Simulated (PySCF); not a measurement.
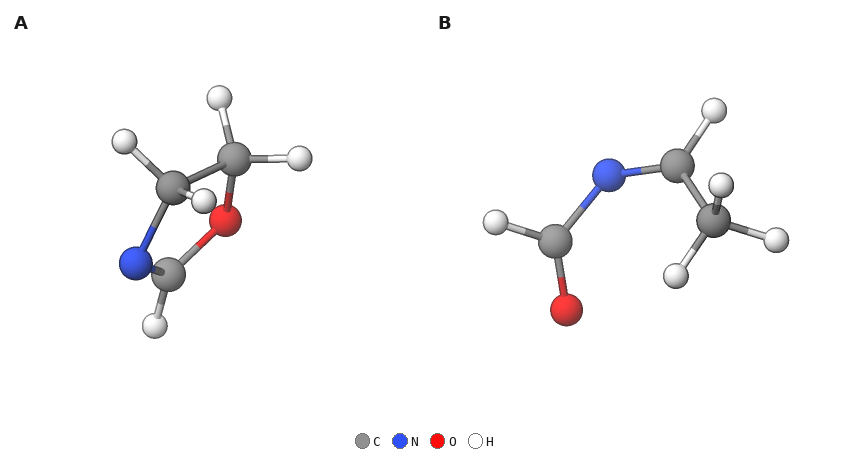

2 stationary structures of one formula. Geometries: PBE0-D3(BJ)/def2-SVP. Electronic energies: PBE0-D3(BJ)/def2-SVP (PySCF 2.14.0), without zero-point energy. No frequency run is at hand to confirm each as a minimum. Each is one conformer, not always the lowest.

> How are they related?

They are constitutional isomers of C3H5NO: A `C1=NCCO1`, B `C/C=N\C=O`.

> Which is lowest in energy, and by how much?

A is lowest; B lies 0.142 eV above it.
